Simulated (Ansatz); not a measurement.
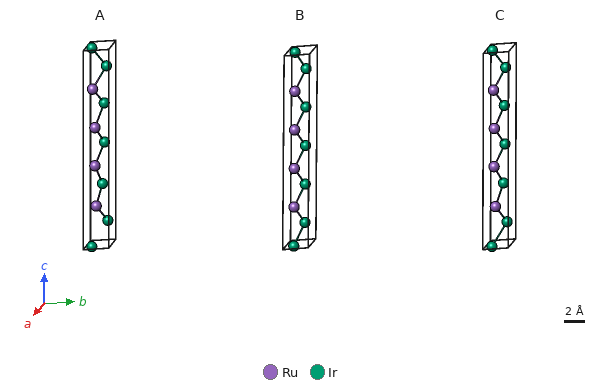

3 geometries from one relaxation of a crystal of Ir$_{3}$Ru$_{2}$ (a generated structure, set up in P1) (coarse preliminary run), in shuffled order. The picture is a ball-and-stick view of the cell of the calculation, seen from a free direction.

These are results of Ansatz, DFT PBE, scalar-relativistic, plane waves, PAW, not measurements. Set-up: plane-wave cutoff 420 eV; k-point mesh 12 × 12 × 1; occupations gaussian; smearing width 0.2 eV; no spin polarisation; cell and atoms relaxed; force threshold 0.025 eV/Å; at most 60 steps.

Put them in the order of the run, from the start to the converged end.

Answer. A, C, B. They are steps 0, 1, 5, at +234 meV per atom, +54.9 meV per atom relative to the last. The largest move relative to the cell is that of an Ir atom, 0.35 Å in a general direction near [1 −3 −1]. By element the largest moves are Ir 0.35 Å, Ru 0.25 Å. The drawn cell changes as follows: a = b 2.733 → 2.740 Å (+0.2 %), c 22.439 → 21.892 Å (−2.4 %), α 90.7° → 90.0°, γ 117.6° → 120.0°; the volume changes by −4.2 %. Some distances before and after: Ir–Ir 3.245 → 2.754 Å, Ir–Ru 3.052 → 2.689 Å, Ir–Ir 3.103 → 2.755 Å, Ir–Ru 2.991 → 2.690 Å. The space group (tolerance 0.01 Å) goes from P1 (No. 1) to P-6m2 (No. 187). Over 4 accepted moves (5 points after the start) the energy falls by 234 meV per atom. The largest force component goes from 3.3 to 0.0077 eV/Å. The pressure goes from −4.26 to 0.03 GPa. At 1 point the geometry stayed and the basis and grid were re-selected for the new cell (energy shift of 0.4 meV per atom at most each time). Cost: 4.8 min on 4 threads of Intel(R) Xeon(R) Processor @ 2.50GHz (Skylake/Cascade Lake) (shared host), peak memory 1.2 GiB.
